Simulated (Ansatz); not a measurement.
# Lattice dynamics of WS2 monolayer (2H), part 2 of 3

How does WS2 monolayer (2H) vibrate, and is this structure a minimum?

Ansatz 0.2.0; DFT PBEsol, scalar-relativistic, plane waves, PAW.

So far. Step 2 (Relaxation): The program solves this slab on a cell height of its own, 30.0 Å, in place of the one typed. Step 3 (Bringing the structure to rest): Little changed from the start: no atom moved by 0.005 Å and no cell edge by 0.1 %.

### Step 4. Tight relaxation

Phonons need a cell at rest on their own settings, so the relaxation is repeated with tight tolerances on forces and stress on the k mesh and occupations of the first response run.

input.yaml reads:

```yaml
crystal:
  lattice:
    - [3.145798392, 0.0, 0.0]
    - [-1.572899196, 2.7243413227, 0.0]
    - [0.0, 0.0, 30.0]
  atoms:
    - { symbol: W, position: [0.3333333333, 0.6666666667, 0.3333333333] }
    - { symbol: S, position: [0.6666666667, 0.3333333333, 0.3855617521] }
    - { symbol: S, position: [0.6666666667, 0.3333333333, 0.2811049146] }
  periodic: [true, true, false]
kpoints:
  mp_grid: { grid: [12, 12, 1] }
hamiltonian:
  xc: pbesol
scf:
  occupations: { method: fixed }
output:
  forces: true
  stress: true
  eigenvalues: true
  write_density: true
  write_potential: true
  elf: true
  volumetric_format: npy
relax:
  adjacent_minimum: "off"
  f_tol: 0.001
  max_steps: 60
  cell: { stress_2d_tol: 0.002 }
```

The run is started by

```bash
$ ansatz run input.yaml --threads 8 --pin off --max-ram 14336MiB --backend cpu --events-out ev --progress --plain --runs-dir out
```

Numbers of over 12 decimals in the logs are rounded to 6 here.

The log of the run:

```text
[...]
Crystal: 3 atoms, lattice volume = 257.107 Å³
Basis set: ecut = 420 eV, 4961 PW (Γ), exchange–correlation on 48×48×432 points (8 copies of the dense FFT grid, shifted against one another)
Bands: 17, of which v1, the nominal top of the filled ones, is band 13 counted from 1 (12 counted from 0)
Symmetry: 12 space group operations
[...]
--- Relaxed structure (2 steps of the walk, 2 accepted, 1 SCFs on fresh bases) ---
[...]
cell:  # Å, volume = 257.0854 Å³
    - [3.145667, 0, 0]
    - [-1.572833, 2.724227, 0]
    - [0, 0, 30.0]
  atoms:
    - { symbol: W, position: [0.333333, 0.666667, 0.333333] }
    - { symbol: S, position: [0.666667, 0.333333, 0.385561] }
    - { symbol: S, position: [0.666667, 0.333333, 0.281105] }
[key lines of the parts left out:]
SCF converged after 8 iterations
Free energy (F): -12029.054638 eV
Fermi energy:    -5.739788 eV
P = ½ c Tr σ = 0.0016 N/m
```

Wall time 5.3 s (8 threads of Arm Neoverse V1, shared host); peak memory 0.67 GiB.

Little changed from the start: no atom moved by 0.005 Å and no cell edge by 0.1 %.

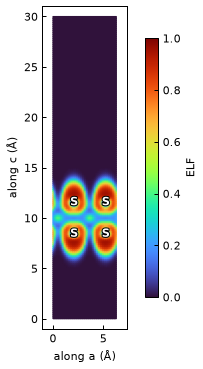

ELF in the ac plane at fractional y = 0.333, with atoms of S within 0.2 Å of it. It is the smooth field of the valence electrons, not physical close to the nuclei.

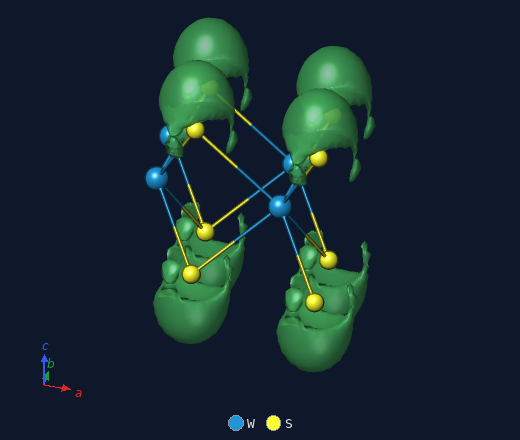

Surface of ELF = 0.85. 2×2×1 cells are drawn.

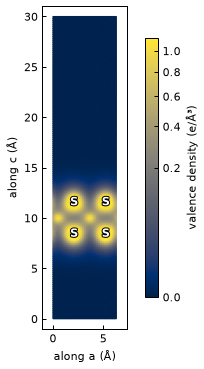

Valence density in the ac plane at fractional y = 0.333, with atoms of S within 0.2 Å of it. It is the smooth field of the valence electrons, not physical close to the nuclei. The colour scale is stretched toward low values.

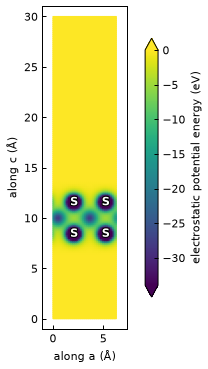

Electrostatic potential energy in the ac plane at fractional y = 0.333, with atoms of S within 0.2 Å of it. With pseudopotentials it is smooth inside the atoms' cores, unlike the true potential.

The largest force component left is 0.062 meV/Å, within the tolerances set.

### Step 5. Zone-centre response

The zone centre comes first: it holds the modes that light can see, as far as symmetry allows. The response to a homogeneous field gives the Born charges and the dielectric tensor, and its change with displacement the Raman tensors.

input.yaml reads:

```yaml
crystal:
  lattice:
    - [3.1456668294, 0.0, 0.0]
    - [-1.5728334147, 2.7242273861, 0.0]
    - [0.0, 0.0, 30.0]
  atoms:
    - { symbol: W, position: [0.3333333333, 0.6666666667, 0.3333333333] }
    - { symbol: S, position: [0.6666666667, 0.3333333333, 0.3855613027] }
    - { symbol: S, position: [0.6666666667, 0.3333333333, 0.281105364] }
  periodic: [true, true, false]
kpoints:
  mp_grid: { grid: [12, 12, 1] }
hamiltonian:
  xc: pbesol
scf:
  occupations: { method: fixed }
output:
  eigenvalues: true
phonons:
  method: dfpt
  dielectric: true
  raman: true
```

The log of the run:

```text
Warning: phonons.dielectric: true without phonons.rigid_motions: the static dielectric tensor ε⁰ will be withheld (ε∞, Z* and the rows of modes are given); for a crystal or a slab, whose only rigid motions are the translations, set phonons.rigid_motions: translations
[...]
Crystal: 3 atoms, lattice volume = 257.085 Å³
Basis set: ecut = 420 eV, 4961 PW (Γ), exchange–correlation on 48×48×432 points (8 copies of the dense FFT grid, shifted against one another)
Bands: 17, of which v1, the nominal top of the filled ones, is band 13 counted from 1 (12 counted from 0)
Symmetry: 12 space group operations
k-points: 43 of 144 (irreducible under 2 space group operations, time reversal used)
[...]
SCF iter   1: F=—  HF=-12029.063177 eV  |F-HF|=—  |Δ(HF+E_count)|=         —  Δρ=4.38e-3  dr2=1.17e-1  ethr=1.77e-3  ⟨swp⟩=8.2  Hψ=5093  notcnv=0  defer=81
[...]
SCF iter  10: F=-12029.054638 eV  HF=-12029.054638 eV  |F-HF|=6.73e-11  |Δ(HF+E_count)|=  6.24e-10  Δρ=7.44e-8  dr2=9.67e-12  ethr=1.00e-12  ⟨swp⟩=22.3  Hψ=9408  notcnv=0
SCF 1 converged in 10 iterations: F = -12029.054638 eV  dr2 = 9.67e-12
[...]
DFPT response loops at Γ: preconditioner auto → none (the input reference at scf.mixing.eps_inf says where Resta's filter doesn't serve); β = 0.50; Broyden in place of MSR1
── the response to a field inside a basis, on 18×18×2 k-points: an SCF that follows is theirs, and a resumed run solves both again ──
Bands: 14, of which v1, the nominal top of the filled ones, is band 13 counted from 1 (12 counted from 0)
k-points: 90
[...]
Eigensolver: Dense (90 Hₖ)
SCF iter   1: F=—  HF=-12029.048026 eV  |F-HF|=—  |Δ(HF+E_count)|=         —  Δρ=8.67e-5  dr2=3.97e-6  ethr=1.00e-1
[...]
SCF iter   5: F=-12029.048028 eV  HF=-12029.048028 eV  |F-HF|=5.46e-11  |Δ(HF+E_count)|=  8.86e-10  Δρ=2.11e-7  dr2=9.12e-11  ethr=1.41e-11
SCF 1 converged in 5 iterations: F = -12029.048028 eV  dr2 = 9.12e-11
[...]
SCF converged after 10 iterations
Free energy (F): -12029.054638 eV
[...]
Internal energy: -12029.054638 eV  (E = F + TS)
E sigma→0 (E₀):  -12029.054638 eV
Fermi energy:    -5.739785 eV
[...]
--- Band table (eV; the first three rows and the last of 43) ---
  k-point 0: bands = [... 9 lower, -7.9210, -7.3087, -7.3087, -5.8656, -2.7492, -2.7492, -2.5717, -2.5717]
  k-point 1: bands = [... 9 lower, -8.3147, -7.4982, -7.1239, -5.9145, -2.8848, -2.8604, -2.6825, -2.5254]
  k-point 2: bands = [... 9 lower, -8.1453, -7.9378, -7.1262, -6.1607, -3.3443, -2.9205, -2.8559, -2.0154]
  k-point 42: bands = [... 9 lower, -9.3555, -9.1167, -7.6559, -6.3492, -3.2481, -2.3046, -2.2815, -0.4717]
--- Phonons (Γ-DFPT): 4 representative perturbations + reference, on 43 of 144 k-points (Σ response iterations 22) ---
  k mesh reduced under 2 symmetry operations, with k and −k counted as one. Each operation leaves every solved perturbation unchanged. A smaller set is not considered because the run solves the response to a homogeneous field
  ASR residual: 1.257e-4 → 0.000e0 eV/Å²; symmetrization residual: 1.054e-5 eV/Å²
  ASR residual per site (eV/Å²): 1.26e-4 1.09e-4 1.09e-4
  Γ frequencies (cm⁻¹): 0.00 0.00 0.00 295.28 295.28 355.56 355.56 416.16 437.85
  ε∞ (high-frequency dielectric tensor):
        3.584677     0.000000    -0.000000
        0.000000     3.584677    -0.000000
       -0.000000    -0.000000     1.170111
  α∞ (the layer's polarisability for a field applied outside it; Å, Gaussian; ε∞ is over the cell's 30.000 Å):
        6.170462     0.000000    -0.000000
        0.000000     6.170462    -0.000000
       -0.000000    -0.000000     0.406111
  ε⁰ (static dielectric tensor): not given — the deck does not say what the cell's rigid motions are, and on a molecule in a box or a wire the rigid rotations would enter the sum over the modes at Γ. For a crystal or a slab, whose only rigid motions are the translations, set phonons.rigid_motions: translations.
  Born effective charges Z* (e; rows j = field, columns β = displacement):
    site 0:
        -0.64269   -0.00000    0.00000
        -0.00000   -0.64269   -0.00000
         0.00000   -0.00000   -0.06087
    site 1:
         0.32134    0.00000    0.00000
         0.00000    0.32134   -0.00000
        -0.00000   -0.00000    0.03044
    site 2:
         0.32134    0.00000   -0.00000
         0.00000    0.32134    0.00000
        -0.00000    0.00000    0.03044
  Z* charge neutrality: 7.304e-4 e pre-enforcement
  solved inside a basis spanned on kpoints, on 18×18×2 k-points transformed towards the longest dipole: ε∞ is read to err by 1.0e-2, Z* by 1.5e-2 e (field_mesh: kpoints solves on kpoints); Z* is corrected for what the basis lacks
  Raman tensors (in the event stream and the table raman_tensors.tsv): an entry may err by 2.7e-2 Å², one of the second-order susceptibility by 6.8e-3 pm/V (basis, points and sum rule); their sum over the sites missed zero by 5.131e-5 Å² ahead of its enforcement
  optical modes at Γ without the LO–TO term, one row a degenerate level:
      ω (cm⁻¹)  modes    IR ((D/Å)²/amu)  static Raman (Å⁴/amu)  depolarisation
        295.28      2             0.0000                 0.0119           0.750
        355.56      2             0.4009               275.6450           0.750
        416.16      1             0.0000                57.2662           0.093
        437.85      1             0.0018                 0.0000               —
```

Run time: 2.6 min. Hardware: 8 threads; peak memory 3 GiB; 20 min of CPU time.

Numbers from this step:

* sum-rule residual before enforcement: 1.26e-4 eV/Å²
* miss of the charge sum rule: 7.30e-4 e
* estimated error of the dielectric tensor: 0.01008
* estimated error of the Born charges: 0.01486 e
* point group: -6m2
* highest optical mode at the zone centre (no LO-TO term): 437.9 cm⁻¹
* lowest optical zone-centre mode: 295.3 cm⁻¹
* largest Born charge (third of the trace): -0.4488 e

Without the LO-TO term. Patterns of degenerate modes are one choice out of their space. The modes at Γ (shares of kinetic energy by element, %):

```
mode  frequency (cm⁻¹)  symmetry  W %  S %
   1               0.0  acoustic   74   26
   2               0.0  acoustic   74   26
   3               0.0  acoustic   74   26
   4             295.3       E''    0  100
   5             295.3       E''    0  100
   6             355.6        E'   26   74
   7             355.6        E'   26   74
   8             416.2       A1'    0  100
   9             437.9      A2''   26   74
```

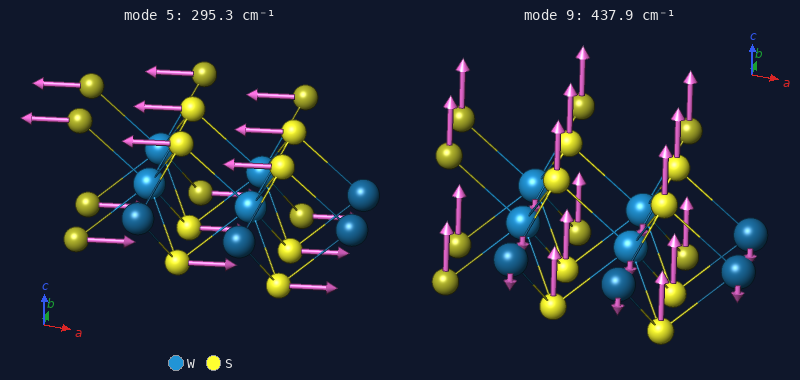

Displacement patterns of modes 5 and 9 at Γ; arrows are exaggerated. 2×2×1 cells are drawn. Some periodic images of atoms are drawn too.

High-frequency dielectric tensor, averaged over the cell of height 30.0 Å or as lengthened by the program, vacuum included. Tensor:

```
       x      y     z
x  3.585      0     0
y      0  3.585     0
z      0      0  1.17
```

Born charge (rows field, columns displacement) (e), principal values of the symmetric part by kind of site:

```
atom  atoms with these values      low   middle     high     mean
  W1                        1  -0.6427  -0.6427  -0.0609  -0.4488
  S2                        2   0.0304   0.3213   0.3213   0.2243
```

In full for S2:

```
0.3213 0.0000 0.0000
0.0000 0.3213 0.0000
0.0000 0.0000 0.0304
```

Transverse modes. Infrared lines, with heights relative to the strongest:

```
position (cm⁻¹)  label  relative intensity
            295    E''                 0.0
            356     E'                 100
            416    A1'                 0.0
            438   A2''                 0.4
```

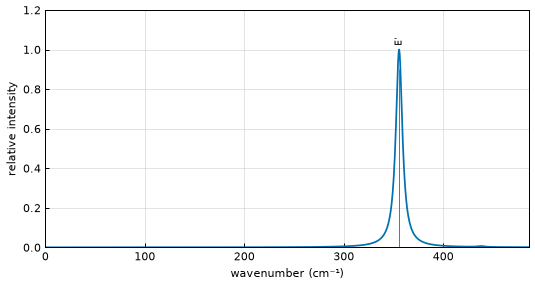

The infrared spectrum, broadened with Lorentzians of width 8 cm⁻¹; bars mark the lines.

Activity x (w_L - w)^4 (n + 1)/w, 532 nm, 300 K; the tensors are static ones, while 532 nm light lies above the computed direct gap, where resonance would change the heights. Raman lines, with heights relative to the strongest:

```
position (cm⁻¹)  label  relative intensity
            295    E''                 0.0
            356     E'                 100
            416    A1'                  17
            438   A2''                 0.0
```

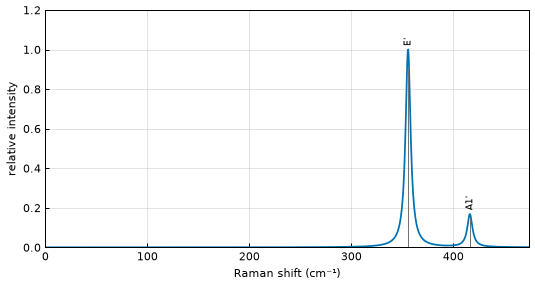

The Raman spectrum, broadened with Lorentzians of width 6 cm⁻¹; bars mark the lines.

Before it was imposed, the acoustic sum rule was missed by 1.3e-4 eV/Å² and the charge sum rule by 7.3e-4 e. Small misses are needed for a sound result but don't prove that mesh and cutoff are converged. The lowest optical mode is real, 295 cm⁻¹.

(Part 2 of 3 ends here.)

[Logs are printed without paths, hosts, clocks, repeated set-up lines and the standing remarks that a program may print on its own settings, such as how far it seeks lower states.]

[Hosts, paths, dates, database ids (printed as entryN), source tags and the programs' standing remarks are cut or masked in the printed files.]
